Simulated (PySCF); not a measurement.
C₆H₁₀N₂OSi (SMILES C=C(OC)[SiH2]/N=C/CC#N)

```xyz
20

C    -2.6189   -0.4720   -0.8163
C    -1.5127    0.2463   -0.6714
O    -1.1610    0.9711    0.4313
C    -1.9966    0.9198    1.5625
Si   -0.1230    0.4193   -1.9464
N     1.1584   -0.4178   -1.1586
C     2.1125   -0.0872   -0.4274
C     2.9324   -1.1357    0.2827
C     2.7023   -1.0241    1.7013
N     2.5069   -0.9261    2.8228
H    -2.7861   -1.0032   -1.7342
H    -3.3851   -0.5642   -0.0643
H    -1.5080    1.5225    2.3262
H    -2.9862    1.3346    1.3446
H    -2.1072   -0.1074    1.9236
H     0.0747    1.8427   -2.2417
H    -0.3538   -0.3779   -3.1457
H     2.4199    0.9458   -0.2289
H     3.9978   -0.9824    0.0874
H     2.6286   -2.1311   -0.0505
```

Geometry: GFN2-xTB.

Computed with PBE0/pcSseg-1, SCF density, gas phase, non-relativistic (PySCF).

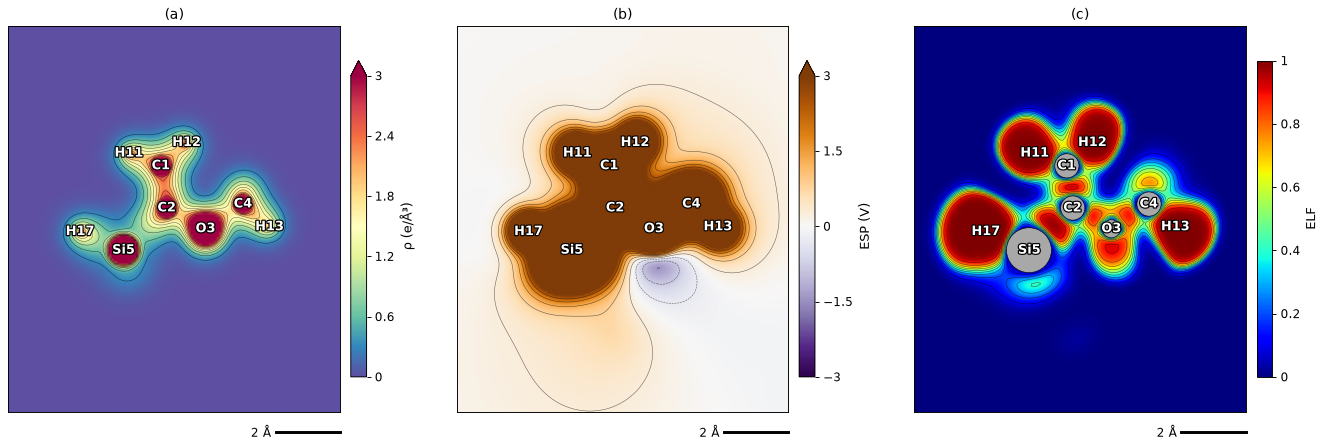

Figure 1. (a) total electron density; (b) electrostatic potential; (c) ELF on the plane of atoms C1, C2 and Si5. Grey discs cover the atomic cores in the ELF map.

Q: Describe what can be read from this map.

A: Atoms in the plane: C, O, Si and H.
C–C (1.33 Å): ρ at the midpoint is about 2.3 e/Å³; the ELF peaks at about 0.95 between the atoms: a short, multiple covalent bond.
C–O (1.37 Å): ρ is about 2.3 e/Å³ halfway, with its minimum of 1.9 e/Å³ about 0.5 Å from C; the ELF peaks at about 0.90 between the atoms; a polar covalent bond.
C–Si (1.89 Å): ρ is about 0.95 e/Å³ halfway; the ELF peaks at about 1 between the atoms (a shared electron pair).
C–H (1.07 Å): ρ is about 2 e/Å³ halfway; the ELF climbs to about 1 towards the hydrogen, as it does in any bond to H (an ordinary covalent bond to hydrogen).
The ELF also peaks beside O3, away from the bonds: lone-pair regions.
Outside the dense part of the molecule the potential is most negative (−1.4 V) near O3.

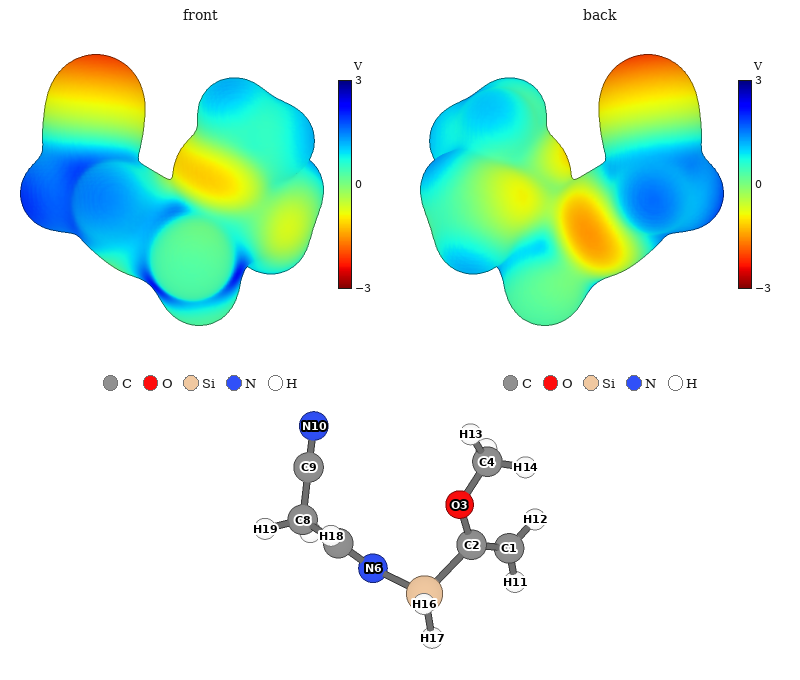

Figure 2. The molecular electrostatic potential painted on the density surface at 0.004 e/bohr³, seen from the front and from behind; the colour scale runs from red (negative) to blue (positive). The bare structure is drawn below in the same view.

Q: Which sites attract a positive test charge, and which a negative one?

A: A positive charge is drawn to the negative regions and a negative charge to the positive ones. The most negative region (about −2.0 V) lies over N10, the most positive (about +2.0 V) over Si5 and H19. N10 is the likeliest acceptor of a hydrogen bond.

Q: What dipole moment does the calculation give?

A: Its dipole moment is 2.28 D.
